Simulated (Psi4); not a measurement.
# UB3LYP/def2-SVP (sweep point 3) run of BH2O (SMILES [BH]O)

Aim: the vertical doublet–quartet gap of BH2O at UB3LYP/def2-SVP (sweep point 3), from 2 runs. The job is set up through a Python script.

The results are computed with Psi4 1.11.

4 further runs of the same task are left out: 4 set aside as unsound or not needed.

## Step 1: The structure to begin with

BH2O has 4 atoms, charge 0, and is taken as a doublet. As SMILES, `[BH]O`. The shape is that of a PBE0-D4/def2-TZVP optimisation.

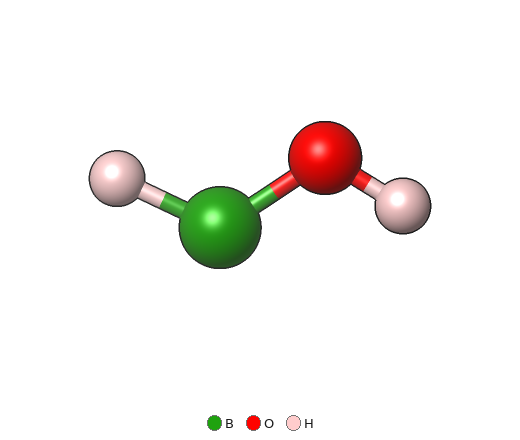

Viewed from a chosen angle; boron green, oxygen red, hydrogen pink.

## Step 2: A single-point energy at UB3LYP/def2-SVP (sweep point 3)

File bh2o.py:

```python
import psi4

psi4.set_memory('1600 MB')
psi4.set_num_threads(1)
psi4.core.set_output_file('run.log', False)

geom = psi4.geometry("""
0 2
B     -0.01152733    -0.91746203     0.73378065
O      0.22620022     1.02895587    -0.84773114
H     -2.01104654    -1.95095325     1.02101903
H      1.90125345     1.72569790    -0.94542998
units bohr
symmetry c1
""")

options = {'basis': 'def2-SVP', 'reference': 'uks', 'puream': True, 'scf_type': 'pk', 'dft_radial_points': 35, 'dft_spherical_points': 110, 'maxiter': 150}
psi4.set_options(options)

E, wfn = psi4.energy("b3lyp", return_wfn=True)
print('E =', round(E, 9))
```

The run is started by

```
$ python bh2o.py
```

run.log:

```text
[...]
  Running in c1 symmetry.
[...]
  Nuclear repulsion =   25.941696505943401
[...]
  Multiplicity = 2
[...]
  Nalpha       = 8
  Nbeta        = 7
[...]
    Number of basis functions: 38
[...]
   @UKS iter   1:  -101.02991794079483   -3.42393e-01   1.51380e-02 ADIIS/DIIS
[...]
   @UKS iter   8:  -101.16250953413962   -1.13077e-08   7.82902e-07 DIIS
[...]
   @S^2 Observed:                7.514282584E-01
[...]
    Orbital Energies [Eh]
    ---------------------
    Alpha Occupied:
       1A    -19.181887     2A     -6.798814     3A     -1.044343
       4A     -0.593623     5A     -0.438623     6A     -0.412497
       7A     -0.390629     8A     -0.191280
    Alpha Virtual:
       9A     -0.020770    10A      0.041457    11A      0.161719
      12A      0.184222    13A      0.221771    14A      0.284710
      15A      0.306575    16A      0.512225    17A      0.543489
      18A      0.681374    19A      0.916232    20A      0.928888
      21A      0.945669    22A      0.968599    23A      1.094121
      24A      1.126260    25A      1.247153    26A      1.353401
[...]
  @UKS Final Energy:  -101.16250953413962
   => Energetics <=
    Nuclear Repulsion Energy =             25.9416965059434013
    One-Electron Energy =                -188.5889416824816749
    Two-Electron Energy =                  72.2918774106271798
    DFT Exchange-Correlation Energy =     -10.8071417682285329
    Empirical Dispersion Energy =           0.0000000000000000
    VV10 Nonlocal Energy =                  0.0000000000000000
    Total Energy =                       -101.1625095341396161
[...]
 Multipole Moments:
 ------------------------------------------------------------------------------------
     Multipole            Electronic (a.u.)      Nuclear  (a.u.)        Total (a.u.)
 ------------------------------------------------------------------------------------
 L = 1.  Multiply by 2.5417464519 to convert [e a0] to [Debye]
 Dipole X            :          0.5637229           -0.1051617            0.4585612
 Dipole Y            :          0.1407933            0.2503438            0.3911371
 Dipole Z            :          0.0468868           -0.2436892           -0.1968024
 Magnitude           :                                                    0.6340329
[...]
```

On the terminal:

```text
E = -101.162509534
```

It took 3 s on 1 thread of Intel Xeon Platinum 8488C (Sapphire Rapids), shared host; peak memory 0.21 GiB.

## Step 3: The quartet, same level

File job.py:

```python
import psi4

psi4.set_memory('1600 MB')
psi4.set_num_threads(1)
psi4.set_output_file('output.dat', False)

m = psi4.geometry("""
0 4
B     -0.01152733    -0.91746203     0.73378065
O      0.22620022     1.02895587    -0.84773114
H     -2.01104654    -1.95095325     1.02101903
H      1.90125345     1.72569790    -0.94542998
units au
symmetry c1
""")

options = {'basis': 'def2-SVP', 'reference': 'uks', 'puream': True, 'scf_type': 'pk', 'dft_radial_points': 35, 'dft_spherical_points': 110, 'maxiter': 150}
psi4.set_options(options)

energy_value, wavefunction = psi4.energy("b3lyp", return_wfn=True)
print(f'total energy {energy_value:.8f} hartree = {energy_value * 27.211386:.5f} eV')
```

The run is started by

```
$ python job.py
```

output.dat:

```text
[...]
  Running in c1 symmetry.
[...]
  Nuclear repulsion =   25.941696505943401
[...]
  Multiplicity = 4
[...]
  Nalpha       = 9
  Nbeta        = 6
[...]
    Number of basis functions: 38
[...]
   @UKS iter   1:  -100.70738589731488   -1.98611e-02   1.62308e-02 DIIS/ADIIS
[...]
   @UKS iter  18:  -100.88109430695664   -4.88144e-09   5.90719e-07 DIIS
[...]
   @S^2 Observed:                3.753577132E+00
[...]
    Orbital Energies [Eh]
    ---------------------
    Alpha Occupied:
       1A    -19.260506     2A     -6.774498     3A     -1.120619
       4A     -0.653807     5A     -0.499903     6A     -0.490141
       7A     -0.469379     8A     -0.192690     9A     -0.118733
    Alpha Virtual:
      10A      0.013352    11A      0.139867    12A      0.162401
      13A      0.215265    14A      0.286224    15A      0.290668
      16A      0.479596    17A      0.508445    18A      0.638986
      19A      0.861065    20A      0.873969    21A      0.915516
      22A      0.935370    23A      1.066442    24A      1.081276
      25A      1.207625    26A      1.314703    27A      1.425256
[...]
  @UKS Final Energy:  -100.88109430695664
   => Energetics <=
    Nuclear Repulsion Energy =             25.9416965059434013
    One-Electron Energy =                -187.7874413865062593
    Two-Electron Energy =                  71.7434106851742683
    DFT Exchange-Correlation Energy =     -10.7787601115680616
    Empirical Dispersion Energy =           0.0000000000000000
    VV10 Nonlocal Energy =                  0.0000000000000000
    Total Energy =                       -100.8810943069566406
[...]
 Multipole Moments:
 ------------------------------------------------------------------------------------
     Multipole            Electronic (a.u.)      Nuclear  (a.u.)        Total (a.u.)
 ------------------------------------------------------------------------------------
 L = 1.  Multiply by 2.5417464519 to convert [e a0] to [Debye]
 Dipole X            :          0.2980330           -0.1051617            0.1928714
 Dipole Y            :          0.5803051            0.2503438            0.8306489
 Dipole Z            :         -0.2562774           -0.2436892           -0.4999666
 Magnitude           :                                                    0.9885057
[...]
```

On the terminal:

```text
total energy -100.88109431 hartree = -2745.11440 eV
```

Run time: 2.9 s. Hardware: 1 thread of Intel Xeon Platinum 8488C (Sapphire Rapids), shared host; peak memory 0.2 GiB.

## Step 4: Outcome

At UB3LYP/def2-SVP (sweep point 3):

| quantity | value |
| --- | --- |
| doublet: total energy | -101.16251 Eh |
| doublet: dipole moment | 1.61 D |
| doublet: HOMO energy (highest over α and β) | -5.21 eV |
| doublet: LUMO energy (lowest over α and β) | -1.35 eV |
| doublet: ⟨S²⟩ | 0.751 |
| quartet: total energy | -100.88109 Eh |
| quartet: dipole moment | 2.51 D |
| quartet: HOMO energy (highest over α and β) | -3.23 eV |
| quartet: ⟨S²⟩ | 3.754 |
| vertical energy of the quartet above the doublet | 7.658 eV |

In words: At this shape the quartet lies 7.66 eV (177 kcal/mol) above the doublet.
